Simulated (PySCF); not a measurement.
**One shape, several levels: [BCl2]+ (SMILES Cl[B+]Cl)**

Wanted: a comparison of 6 runs (HF/STO-3G, HF/3-21G, HF/def2-SVP, CAM-B3LYP/6-311G**, PBE0/cc-pVTZ, BP86/def2-TZVP) of [BCl2]+. The job is set up through a Python script.

The calculation is run with PySCF 2.14.0.

## (1) The structure to begin with

The species is [BCl2]+ (3 atoms), meant as a singlet with charge +1. SMILES: `Cl[B+]Cl`. The shape is that of a PBE0-D4/def2-TZVP optimisation.

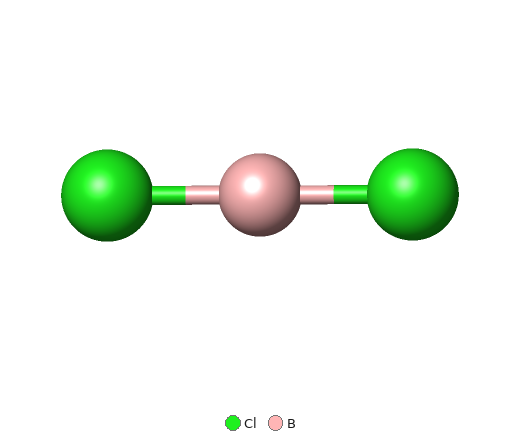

The structure, seen from a chosen angle (chlorine green, boron pink).

## (2) Energy and gradient at HF/STO-3G (run 1)

File calc.py:

```python
from pyscf import gto

mol = gto.M(
    atom='Cl -1.267920 0.785680 -0.605300; B 0.000010 0.000020 0.000000; Cl 1.267910 -0.785700 0.605290',
    max_memory=1860,
    charge=1,
    verbose=4,
    basis='sto-3g',
    spin=0,
)

mf = mol.RHF()
mf.conv_tol = 1e-10
mf.kernel()
if not mf.converged:
    mf = mf.newton().run(mf.mo_coeff, mf.mo_occ)

energy = mf.e_tot
print('Final energy', energy)
grad = mf.nuc_grad_method().kernel()
dip = mf.dip_moment()
pop, q = mf.mulliken_pop()
```

The run is started by

```sh
$ OMP_NUM_THREADS=1 python calc.py
```

Standard output:

```text
PySCF version 2.14.0

[... 53 lines left out ...]
converged SCF energy = -933.279276011413
Final energy -933.2792760114133
[... 10 lines left out ...]
WARN: System has nonzero charge 1; the dipole moment is origin-dependent.
[... 2 lines left out ...]
Dipole moment(X, Y, Z, Debye):  0.00004,  0.00009, -0.00000
[... 27 lines left out ...]
charge of    2Cl =      0.18749
```

Wall time 2 s (1 thread of Intel Xeon at 2.50GHz (Skylake/Cascade Lake), shared host); peak memory 0.12 GiB.

## (3) Energy and forces at HF/3-21G (run 2)

File input.py:

```python
import pyscf.grad
from pyscf import gto, scf

mol = gto.M(
    atom='Cl -1.267920 0.785680 -0.605300; B 0.000010 0.000020 0.000000; Cl 1.267910 -0.785700 0.605290',
    spin=0,
    basis='3-21g',
    verbose=4,
    charge=1,
    max_memory=1860,
)

calc0 = scf.RHF(mol)
calc0.conv_tol = 1e-10
calc0.kernel()
if not calc0.converged:
    calc0 = calc0.newton().run(calc0.mo_coeff, calc0.mo_occ)

energy = calc0.e_tot
print('E = %.10f Eh' % energy)
grad = calc0.Gradients().kernel()
dip = calc0.dip_moment()
pop, q = calc0.mulliken_pop()
```

The run is started by

```sh
$ OMP_NUM_THREADS=1 python input.py
```

Standard output:

```text
PySCF version 2.14.0

[... 55 lines left out ...]
converged SCF energy = -938.842635409542
[... 11 lines left out ...]
WARN: System has nonzero charge 1; the dipole moment is origin-dependent.
[... 2 lines left out ...]
Dipole moment(X, Y, Z, Debye):  0.00002,  0.00006, -0.00001
[... 39 lines left out ...]
charge of    2Cl =      0.18588
```

It took 2.6 s on 1 thread of Intel Xeon at 2.50GHz (Skylake/Cascade Lake), shared host; peak memory 0.12 GiB.

Runs 3 to 5 aren't shown in full; the table further down has their settings and results.

## (4) Energy and forces at BP86/def2-TZVP (run 6)

File calc.py:

```python
import pyscf.grad
from pyscf import gto, dft

mol = gto.M(
    atom='Cl -1.267920 0.785680 -0.605300; B 0.000010 0.000020 0.000000; Cl 1.267910 -0.785700 0.605290',
    basis='def2-tzvp',
    charge=1,
    verbose=3,
    max_memory=1860,
)

mf = dft.RKS(mol)
mf.xc = 'bp86'
mf.grids.level = 5
mf.conv_tol = 1e-10
mf.kernel()
if not mf.converged:
    mf = mf.newton().run(mf.mo_coeff, mf.mo_occ)

etot = mf.e_tot
print(f'total energy: {etot:.8f} hartree')
grad = mf.Gradients().kernel()
dip = mf.dip_moment()
pop, q = mf.mulliken_pop()
```

The run is started by

```sh
$ OMP_NUM_THREADS=1 python calc.py
```

Standard output:

```text
converged SCF energy = -945.100368368709
total energy: -945.10036837 hartree
--------------- RKS gradients ---------------
         x                y                z
0 Cl     0.0071312433    -0.0044205519     0.0034048067
1 B    -0.0000002676     0.0000024592    -0.0000002541
2 Cl    -0.0071309770     0.0044180917    -0.0034045547
----------------------------------------------

WARN: System has nonzero charge 1; the dipole moment is origin-dependent.
Location of origin: [0. 0. 0.]

Dipole moment(X, Y, Z, Debye):  0.00001,  0.00002, -0.00001
[... 109 lines left out ...]
charge of    2Cl =      0.36659
```

It took 40 s on 1 thread of Intel Xeon at 2.50GHz (Skylake/Cascade Lake), shared host; peak memory 1 GiB.

## (5) The series

| run | level | integration grid | energy (Eh) | HOMO energy (eV) | LUMO energy (eV) | HOMO–LUMO gap (eV) | wall time |
| --- | --- | --- | --- | --- | --- | --- | --- |
| 1 | HF/STO-3G | – | -933.279276 | -20.30 | -3.57 | 16.73 | 2 s |
| 2 | HF/3-21G | – | -938.842635 | -20.57 | -5.02 | 15.55 | 2.6 s |
| 3 | HF/def2-SVP | – | -943.128618 | -20.39 | -4.29 | 16.10 | 3.9 s |
| 4 | CAM-B3LYP/6-311G** | 5 | -945.006947 | -18.43 | -7.14 | 11.29 | 28 s |
| 5 | PBE0/cc-pVTZ | 5 | -944.691038 | -17.06 | -8.26 | 8.80 | 40 s |
| 6 | BP86/def2-TZVP | 5 | -945.100368 | -15.74 | -9.36 | 6.38 | 40 s |

## (6) Summary of results

| quantity | value |
| --- | --- |
| run 6: total energy | -945.10037 Eh |
| run 6: HOMO energy | -15.74 eV |
| run 6: LUMO energy | -9.36 eV |
| run 6: HOMO–LUMO gap | 6.38 eV |
| run 6: largest force on an atom | 0.466 eV/Å |

The HOMO–LUMO gap runs from 6.38 eV (BP86/def2-TZVP) to 16.73 eV (HF/STO-3G). The two ends differ in method and basis. Totals of different functionals can't be ranked against each other. In run 1 the basis is minimal, so the values are rough. All runs together took 1.9 min, the longest 40 s.
